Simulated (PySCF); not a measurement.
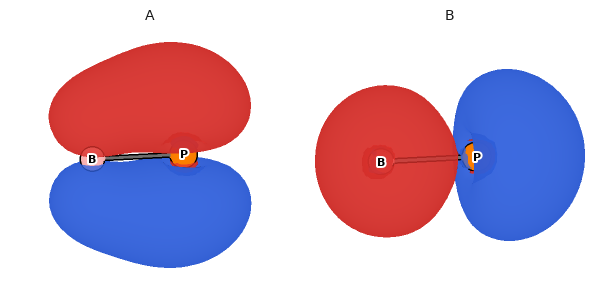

*BP (charge −1, doublet). Two frontier β-spin orbitals, each drawn at the value that holds 80 % of its norm (blue and red are the two phases), in no order; of a degenerate pair one member is drawn.*

Theory: PBE0/aug-pcseg-1, non-relativistic, at a bond length of 1.707 Å (PySCF 2.14.0).

Name the orbitals and rank them from lowest to highest energy.

Answer. Orbital B: σ, occupied in this spin, −3.33 eV; shared between the atoms (B 35 %, P 65 %).
Orbital A: π, occupied in this spin, −0.72 eV; bonding, with no node between the atoms.
